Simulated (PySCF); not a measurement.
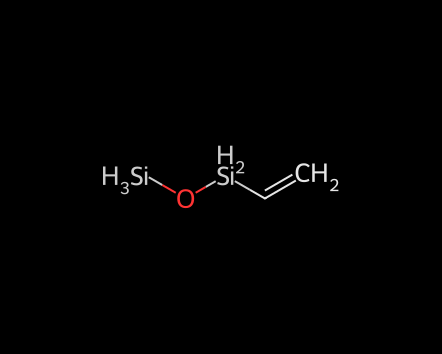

Skeletal drawing of a molecule.

Transcribe the drawing into SMILES.

C=C[SiH2]O[SiH3]

Give the formula, hydrogens included.

C2H8OSi2.

The parts below concern this one geometry. Atoms keep their numbers from picture to picture. The geometry was computed by an optimisation with PBE0-D3(BJ)/def2-SVP. No frequency run is at hand to confirm it as a minimum.

**Shape**

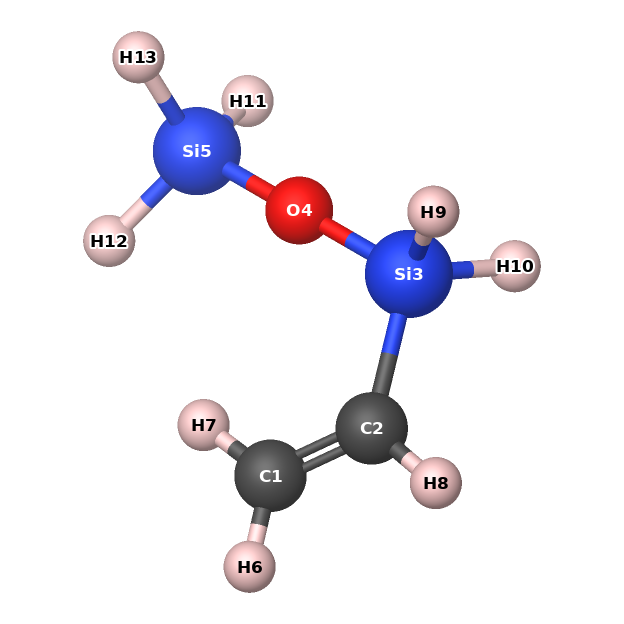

No frequency run is at hand to confirm it as a minimum.

How are the neighbours of atom 5 arranged?

Si5 has 4 neighbours (O4 at 1.64, H11 at 1.49, H12 at 1.49, H13 at 1.49 Å); the arrangement is tetrahedral.

What is the geometry at C2?

C2 has 3 neighbours (C1 at 1.34, Si3 at 1.86, H8 at 1.10 Å); the arrangement is trigonal planar.

How are the neighbours of atom 3 arranged?

Si3 has 4 neighbours (C2 at 1.86, O4 at 1.65, H9 at 1.49, H10 at 1.50 Å); the arrangement is tetrahedral.

How are the neighbours of atom 4 arranged?

O4 has 2 neighbours (Si3 at 1.65, Si5 at 1.64 Å); the arrangement is linear.

What is the dihedral angle C1–C2–Si3–O4?

0° in size, that is syn (eclipsed).

**Excitation**

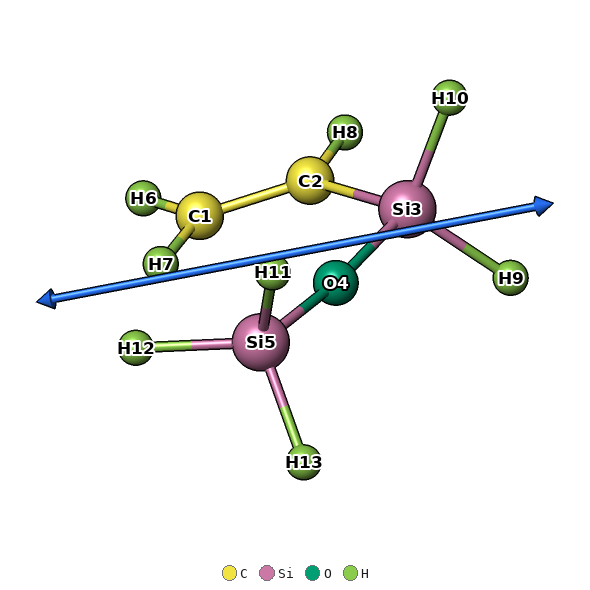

The double arrow shows the direction of the transition dipole to excited singlet state 2 (its length means nothing). No frequency run is at hand to confirm it as a minimum. Method: TDDFT CAM-B3LYP/def2-SVPD, vertical, IEF-PCM tetrahydrofuran (non-equilibrium linear response), core orbitals frozen in the response (PySCF 2.14.0).

Give its energy, strength and character.

7.04 eV (176 nm), oscillator strength 0.49, mainly HOMO → LUMO (weight 0.95); transition dipole 4.27 D.

**Charges**

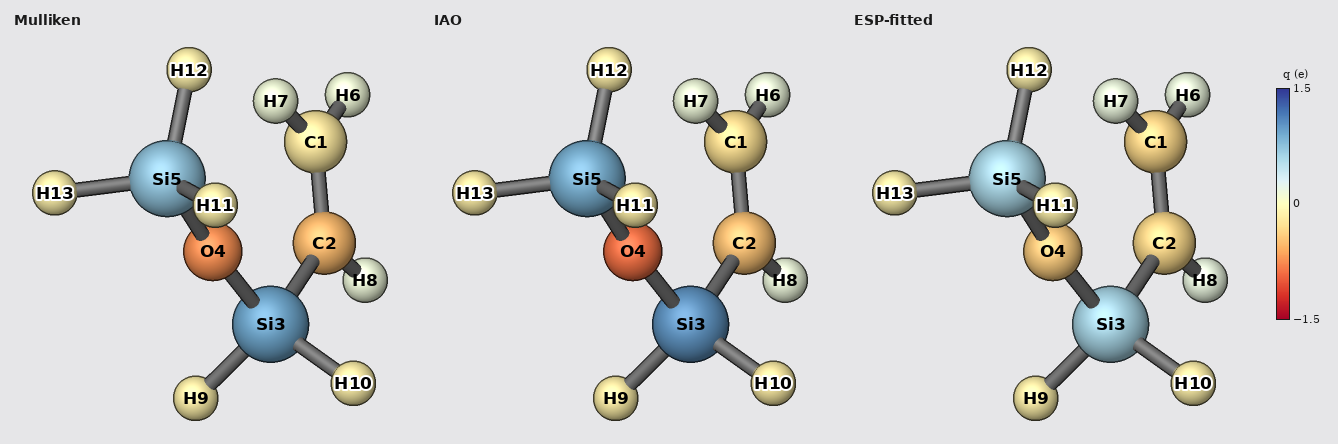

Atomic charges of one calculation by 3 schemes, on one colour scale. No frequency run is at hand to confirm it as a minimum. Level of theory: PBE0/pcSseg-1 in dichloromethane (IEF-PCM) (PySCF 2.14.0).

On which atom do the schemes disagree most?

On O4 (from −0.88 to −0.41 e).

List the charges (e), one line for each set of equivalent atoms.

```json
{"atom": "C1", "Mulliken": "−0.19", "IAO": "−0.27", "ESP-fitted": "−0.33"}
{"atom": "C2", "Mulliken": "−0.51", "IAO": "−0.46", "ESP-fitted": "−0.32"}
{"atom": "Si3", "Mulliken": "0.92", "IAO": "1.01", "ESP-fitted": "0.60"}
{"atom": "O4", "Mulliken": "−0.74", "IAO": "−0.88", "ESP-fitted": "−0.41"}
{"atom": "Si5", "Mulliken": "0.74", "IAO": "0.87", "ESP-fitted": "0.59"}
{"atom": "H6", "Mulliken": "0.14", "IAO": "0.15", "ESP-fitted": "0.17"}
{"atom": "H7", "Mulliken": "0.14", "IAO": "0.15", "ESP-fitted": "0.17"}
{"atom": "H8", "Mulliken": "0.15", "IAO": "0.16", "ESP-fitted": "0.18"}
{"atom": "H9", "Mulliken": "−0.13", "IAO": "−0.15", "ESP-fitted": "−0.13"}
{"atom": "H10", "Mulliken": "−0.13", "IAO": "−0.15", "ESP-fitted": "−0.13"}
{"atom": "H11", "Mulliken": "−0.12", "IAO": "−0.14", "ESP-fitted": "−0.13"}
{"atom": "H12", "Mulliken": "−0.13", "IAO": "−0.14", "ESP-fitted": "−0.12"}
{"atom": "H13", "Mulliken": "−0.12", "IAO": "−0.14", "ESP-fitted": "−0.13"}
```

**NMR shielding**

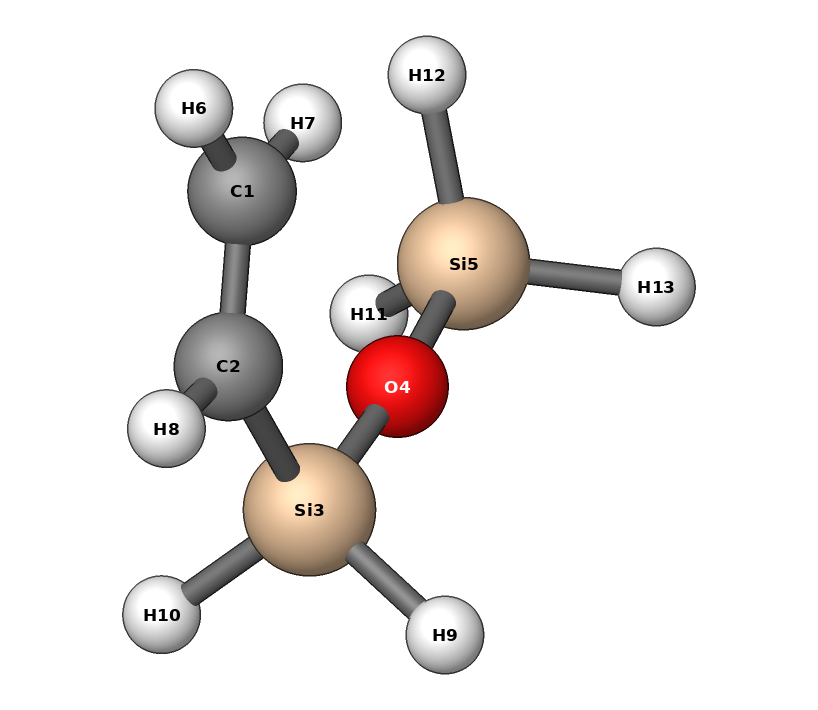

No frequency run is at hand to confirm it as a minimum. Properties computed with GIAO PBE0/pcSseg-1 NMR shielding, non-relativistic, IEF-PCM tetrahydrofuran (PySCF 2.14.0). Principal shieldings σ11 ≤ σ22 ≤ σ33, span Ω = σ33 − σ11, skew κ = 3(σiso − σ22)/Ω.

Which C atom has the most anisotropic shielding?

C1, with a span of 263 ppm.

Give the shielding tensors of the C atoms.

```csv
atom,σ11,σ22,σ33,σiso,Ω,κ
C1,−92.1,36.3,170.9,38.4,263.0,0.02
C2,−74.4,36.1,163.6,41.8,238.1,0.07
```

Shieldings and span in ppm.

Mulliken values depend strongly on the basis set and can even reverse the polarity of a bond.
